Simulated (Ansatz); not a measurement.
**AlBH5 (doublet): correlated methods under varied settings at distance Al1–H4 along a hydrogen transfer = 1.475 Å**

What do other methods and options give for AlBH5 (doublet) at this geometry, and how long do they take?

Program: Ansatz 0.2.0, Gaussian basis. Level of theory: the settings change from run to run. These are calculated values, not measurements.

3 further runs of the same task are left out: 3 that didn't finish.

## 1. The geometry

The geometry derives from fragments relaxed apart (PBE0/def2-TZVP) and kept rigid, so it is no stationary point. A hydrogen atom is moved between rigid fragments.

7 atoms, charge 0, spin multiplicity 2.

Atoms are counted from 1 here; the program's logs count them from 0.

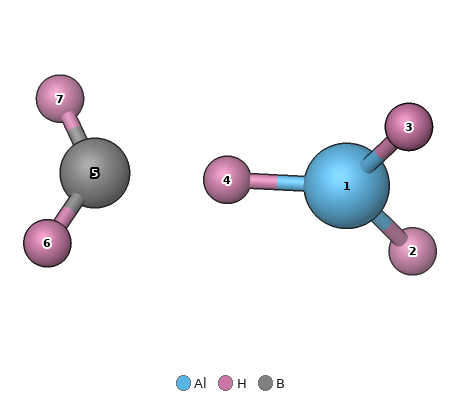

The structure; aluminium blue, hydrogen pink, boron grey; atoms are numbered from 1 in the order of the file.

## 2. CCSDT(Q)/B on ROHF/6-31G

Contents of in.yaml:

```yaml
crystal:
  periodic: [false, false, false]
  atoms:
    - {symbol: Al, position_ang: [-0.953594, 0.000000, 0.000000]}
    - {symbol: H, position_ang: [-1.746518, 1.373384, 0.000000]}
    - {symbol: H, position_ang: [-1.746518, -1.373384, 0.000000]}
    - {symbol: H, position_ang: [0.521406, 0.000000, 0.000000]}
    - {symbol: B, position_ang: [2.159406, 0.000000, 0.000000]}
    - {symbol: H, position_ang: [2.668479, 0.000000, 1.077008]}
    - {symbol: H, position_ang: [2.668479, 0.000000, -1.077008]}
basis:
  gaussian: {orbitals: 6-31G}
magnetization: {spin_polarized: false, initial_magnetization: 1}
correlation: {method: ccsdt_q_b, electrons: outside_noble_gas, diis_vectors: 12}
scf: {omitted_lower_state_checks: [cluster_reference]}
```

On the command line:

```bash
> ansatz run in.yaml --threads 1 --pin off --events-out ev --progress --plain --max-ram 2393MiB
```

The log of the run, shortened:

```text
Functional definition: HF
  name "HF"
  cite "Fock, Z. Phys. 61, 126 (1930) doi:10.1007/BF01340294"
  parent pbe
[...]
724 factors; integrals over basis functions are off by at most 2.0e-7 eV
[...]
mean field -7328.03191059 eV, -269.3002055959 hartree, gradient 1.8e-6 eV, S^2 0.750000; 10 other end points of the search recorded, 0 dependent functions left out
6 core orbitals not correlated: weight in the atoms' cores, before any rotation towards them, 1.000 or more for the frozen orbitals, at most 0.000 for the correlated occupied ones
reference -7328.03191059 eV, -269.3002055959 hartree; 6, 5 occupied and 20, 21 virtual orbitals, 724 factors
second order -2.44325779 eV of doubles, -0.04138912 eV of singles
cycle   1  -3.08359106 eV  change   -6.0e-1 eV  update   6.8e-2
[...]
cycle  14  -3.45482940 eV  change    1.3e-6 eV  update   9.1e-7
perturbative correction -0.00122689 eV, -0.0000450872 hartree
Total energy: -7331.48796688 eV, -269.4272133219 hartree
Checks for a lower state left out: cluster_reference
```

Run time: 8.5 s. Hardware: 1 thread of Arm Neoverse V1, shared host.

From the report: correlation -3.4561 eV; T1 0.017; largest double amplitude 0.04.

## 3. MP2 on UHF/cc-pVDZ

Edit in.yaml of step 2 so:

```diff
@@ -11,5 +11,6 @@
 basis:
-  gaussian: {orbitals: 6-31G}
-magnetization: {spin_polarized: false, initial_magnetization: 1}
-correlation: {method: ccsdt_q_b, electrons: outside_noble_gas, diis_vectors: 12}
-scf: {omitted_lower_state_checks: [cluster_reference]}
+  gaussian: {orbitals: cc-pVDZ}
+magnetization: {spin_polarized: true, initial_magnetization: 1}
+correlation: {method: mp2, electrons: outside_noble_gas}
+scf: {lower_state_search: light}
+output: {forces: true}
```

Launched as before.

The log of the run, shortened:

```text
Functional definition: HF
  name "HF"
  cite "Fock, Z. Phys. 61, 126 (1930) doi:10.1007/BF01340294"
  parent pbe
[...]
526 factors; integrals over basis functions are off by at most 1.5e-3 eV
[...]
mean field -7329.68689174 eV, -269.3610250311 hartree, gradient 2.4e-6 eV, S^2 0.766367; 9 other end points of the search recorded, 0 dependent functions left out
6 core orbitals not correlated: weight in the atoms' cores, before any rotation towards them, 1.000 or more for the frozen orbitals, at most 0.000 for the correlated occupied ones
reference -7329.68689174 eV, -269.3610250311 hartree; 6, 5 occupied and 45, 46 virtual orbitals, 526 factors
second order -4.28064069 eV of doubles, -0.00000000 eV of singles
[...]
Total energy: -7333.96753243 eV, -269.5183356750 hartree
Atom 0 at    -0.953594     0.000000     0.000000 Å, force    -2.348260     0.000000     0.000000 eV/Å
Atom 1 at    -1.746518     1.373384     0.000000 Å, force     0.250428    -0.050176    -0.000000 eV/Å
Atom 2 at    -1.746518    -1.373384     0.000000 Å, force     0.250428     0.050176    -0.000000 eV/Å
Atom 3 at     0.521406     0.000000     0.000000 Å, force     3.562893    -0.000000    -0.000000 eV/Å
Atom 4 at     2.159406     0.000000     0.000000 Å, force    -0.082592     0.000000     0.000000 eV/Å
Atom 5 at     2.668479     0.000000     1.077008 Å, force    -0.816448    -0.000000     0.495795 eV/Å
Atom 6 at     2.668479     0.000000    -1.077008 Å, force    -0.816448    -0.000000    -0.495795 eV/Å
Dipole moment:    -0.651874     0.000000     0.000000 e Å
```

Run time: 2.2 s. Hardware: 1 thread of Arm Neoverse V1, shared host.

From the report: ⟨S²⟩ of the determinant 0.766 (pure doublet: 0.75).

## 4. CCSD on UHF/6-31G

Edit in.yaml of step 3 so:

```diff
@@ -11,6 +11,4 @@
 basis:
-  gaussian: {orbitals: cc-pVDZ}
+  gaussian: {orbitals: 6-31G}
 magnetization: {spin_polarized: true, initial_magnetization: 1}
-correlation: {method: mp2, electrons: outside_noble_gas}
-scf: {lower_state_search: light}
-output: {forces: true}
+correlation: {method: ccsd, electrons: valence}
```

Same command.

The log of the run, shortened:

```text
Functional definition: HF
  name "HF"
  cite "Fock, Z. Phys. 61, 126 (1930) doi:10.1007/BF01340294"
  parent pbe
[...]
424 factors; integrals over basis functions are off by at most 2.6e-4 eV
[...]
mean field -7328.12509712 eV, -269.3036301377 hartree, gradient 1.5e-6 eV, S^2 0.767760; 9 other end points of the search recorded, 0 dependent functions left out
determinant -7328.12509712 eV, -269.3036301377 hartree, with singles and doubles -7331.41638125 eV, -269.4245825983 hartree
determinant -7327.47708968 eV, -269.2798163035 hartree, with singles and doubles -7330.70168614 eV, -269.3983180374 hartree
determinant -7326.89157740 eV, -269.2582991239 hartree, with singles and doubles -7330.34062315 eV, -269.3850492175 hartree
6 core orbitals not correlated: weight in the atoms' cores, before any rotation towards them, 1.000 or more for the frozen orbitals, at most 0.000 for the correlated occupied ones
reference -7328.12509712 eV, -269.3036301377 hartree; 6, 5 occupied and 20, 21 virtual orbitals, 424 factors
second order -2.41317021 eV of doubles, -0.00000000 eV of singles
cycle   1  -3.29138965 eV  change   -1.1e-4 eV  update   3.4e-4
[...]
cycle   7  -3.29155898 eV  change   -2.4e-6 eV  update   9.0e-7
Total energy: -7331.41665610 eV, -269.4245926991 hartree
```

Wall time 1.4 s (1 thread of Arm Neoverse V1, shared host).

From the report: ⟨S²⟩ of the determinant 0.768 (pure doublet: 0.75); correlation -3.2916 eV; T1 0.012; largest double amplitude 0.04.

## 5. BCCD(T) on ROHF/cc-pVDZ

Edit in.yaml of step 4 so:

```diff
@@ -11,4 +11,5 @@
 basis:
-  gaussian: {orbitals: 6-31G}
-magnetization: {spin_polarized: true, initial_magnetization: 1}
-correlation: {method: ccsd, electrons: valence}
+  gaussian: {orbitals: cc-pVDZ}
+magnetization: {spin_polarized: false, initial_magnetization: 1}
+correlation: {method: bccd_t, electrons: outside_noble_gas}
+accuracy: high
```

Launched as before.

The log of the run, shortened:

```text
Functional definition: HF
  name "HF"
  cite "Fock, Z. Phys. 61, 126 (1930) doi:10.1007/BF01340294"
  parent pbe
[...]
1265 factors; integrals over basis functions are off by at most 3.5e-9 eV
[...]
mean field -7329.58378847 eV, -269.3572360560 hartree, gradient 1.1e-8 eV, S^2 0.750000; 9 other end points of the search recorded, 0 dependent functions left out
[...]
determinant -7329.58378847 eV, -269.3572360560 hartree, with singles and doubles -7335.16246427 eV, -269.5622486102 hartree
determinant -7328.84049364 eV, -269.3299204746 hartree, with singles and doubles -7334.42265577 eV, -269.5350611494 hartree
determinant -7328.19249234 eV, -269.3061068664 hartree, with singles and doubles -7333.86052060 eV, -269.5144030630 hartree
6 core orbitals not correlated: weight in the atoms' cores, before any rotation towards them, 1.000 or more for the frozen orbitals, at most 0.000 for the correlated occupied ones
reference -7329.58378847 eV, -269.3572360560 hartree; 6, 5 occupied and 45, 46 virtual orbitals, 1265 factors
second order -4.33356787 eV of doubles, -0.05254460 eV of singles
cycle   1  -5.57784580 eV  change    8.3e-4 eV  update   3.1e-3
[...]
cycle  18  -5.57580445 eV  change   9.2e-11 eV  update  6.3e-10
perturbative correction -0.10255281 eV, -0.0037687464 hartree
Total energy: -7335.26214574 eV, -269.5659118367 hartree
```

Wall time 13 s (1 thread of Arm Neoverse V1, shared host); peak memory 0.36 GiB.

From the report: correlation -5.6784 eV; largest double amplitude 0.03.

## 6. All runs side by side

Where basis and cores are those of an earlier UCCSDT(Q)/cc-pVDZ run (-7335.2908 eV), and the state is the same kind, the miss against it is given.

| level | correlated | functions | energy (eV) | from UCCSDT(Q) (meV) | time |
| --- | --- | --- | --- | --- | --- |
| CCSDT(Q)/B on ROHF/6-31G | outside noble gas | 32 | -7331.4880 |  | 8.5 s |
| MP2 on UHF/cc-pVDZ | outside noble gas | 57 | -7333.9675 | 1323.3 | 2.2 s |
| CCSD on UHF/6-31G | valence | 32 | -7331.4167 |  | 1.4 s |
| BCCD(T) on ROHF/cc-pVDZ | outside noble gas | 57 | -7335.2621 | 28.7 | 13 s |

## 7. Summary of results

```
quantity                          value
    runs                              4
quickest       CCSD on UHF/6-31G, 1.4 s
 slowest  BCCD(T) on ROHF/cc-pVDZ, 13 s
```

What this shows: Total energies in different bases, with other cores or another treatment of relativity can't be set against each other. BCCD(T) on ROHF/cc-pVDZ took 10 times as long as CCSD on UHF/6-31G; the jobs differ in more than the method. Among the correlated runs with a miss given, it spans +29 to +1323 meV.
